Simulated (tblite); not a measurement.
# CH9BrNSi3: the cost of one run

Programs: tblite 0.8.0 and PySCF 2.14.0, with density-fitted response routines of our own. Each step states its level of theory. These are calculated values for one molecule in the gas phase, unless marked as measured. Atoms count from 0, in the outputs and in this text.

### Step 1. The molecule as given

15 atoms, charge 0, multiplicity 2; geometry from: force field or distance geometry start.

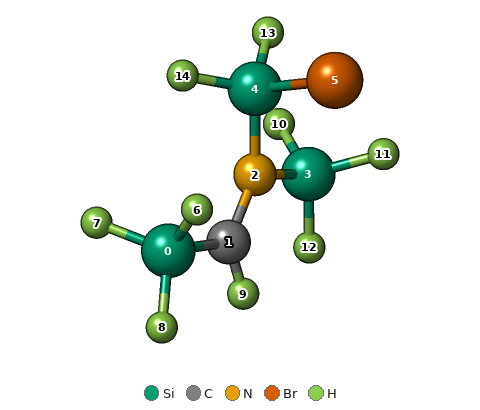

The starting geometry (silicon teal, carbon grey, nitrogen amber, bromine orange, hydrogen green), atoms numbered.

### Step 2. Relaxing the molecule with GFN2-xTB

The job: settings as JSON, then the geometry in Å.

```
{"job": {"kind": "relax", "xc": "GFN2-xTB", "basis": "xTB"}, "charge": 0, "multiplicity": 2}
Si     2.489000    -0.067600    -0.434500
C      0.902500     0.800300    -0.041800
N     -0.473600     0.225100    -0.038000
Si    -1.879200     1.168100     0.284700
Si    -0.965400    -1.413800    -0.022600
Br    -0.523800    -2.281600     1.953800
H      2.632500    -1.276800     0.399900
H      2.487700    -0.460600    -1.858400
H      3.628100     0.845200    -0.184300
H      1.046700     1.854100     0.171600
H     -2.907000     0.932600    -0.755800
H     -2.403400     0.835300     1.644600
H     -1.494600     2.592600     0.270600
H     -2.390000    -1.626900    -0.371900
H     -0.153800    -2.118000    -1.039800
```

The run is started by

```bash
$ OMP_NUM_THREADS=1 python probes_run.py task.json out
```

This one command runs all jobs of the session in turn.

Q: Estimate the wall time and peak memory of this first job on 1 thread of Arm Neoverse V1, shared host.

About 1.1 s, with a peak of 0.18 GiB.
